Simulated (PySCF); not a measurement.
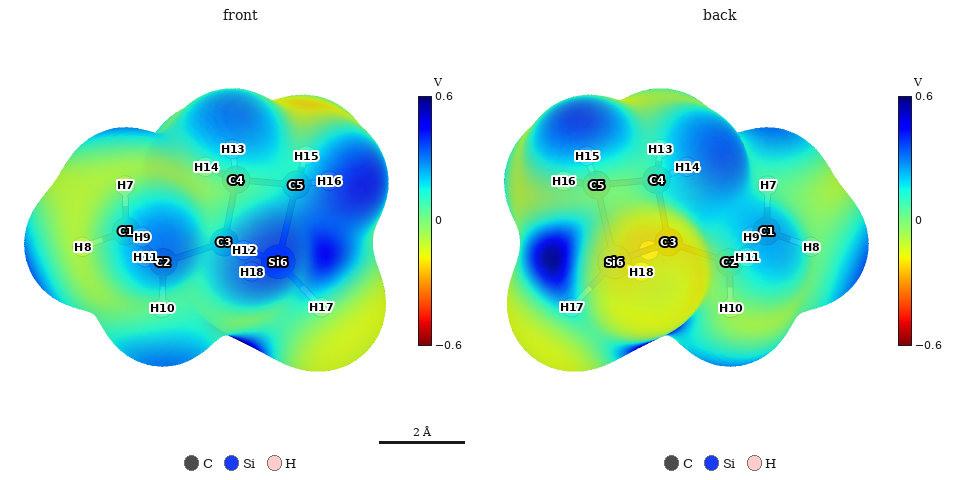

C$_{5}$H$_{12}$Si. The molecular electrostatic potential painted on the density surface at 0.001 e/bohr³, seen from the front and from behind; the colour scale runs from red (negative) to blue (positive).

Geometry: PBE0-D3(BJ)/def2-SVP.

Computed with PBE0/pcSseg-1, SCF density, gas phase, non-relativistic (PySCF).

| atom | x (Å) | y (Å) | z (Å) |
| --- | --- | --- | --- |
| C | 2.4058 | 0.0596 | 0.0998 |
| C | 1.3318 | -0.8546 | -0.4743 |
| C | 0.0224 | -0.1439 | -0.7673 |
| C | -0.7481 | 0.4871 | 0.4288 |
| C | -2.2133 | 0.3816 | -0.0691 |
| Si | -1.6101 | -1.0311 | -1.1787 |
| H | 2.0800 | 0.5157 | 1.0481 |
| H | 3.3403 | -0.4879 | 0.3006 |
| H | 2.6430 | 0.8809 | -0.5958 |
| H | 1.7049 | -1.3252 | -1.4005 |
| H | 1.1432 | -1.6868 | 0.2275 |
| H | 0.1805 | 0.6394 | -1.5326 |
| H | -0.4234 | 1.5036 | 0.7094 |
| H | -0.6110 | -0.1498 | 1.3208 |
| H | -2.9813 | 0.2239 | 0.7004 |
| H | -2.4954 | 1.2620 | -0.6686 |
| H | -2.0915 | -1.1544 | -2.5919 |
| H | -1.7092 | -2.3747 | -0.5232 |

Question: Describe the electrostatic potential map.

Answer: The most negative region (about −0.2 V) lies over C4, C5 and H18, the most positive (about +0.6 V) over Si6.

Question: What dipole moment does the calculation give?

Answer: Its dipole moment is 0.42 D.
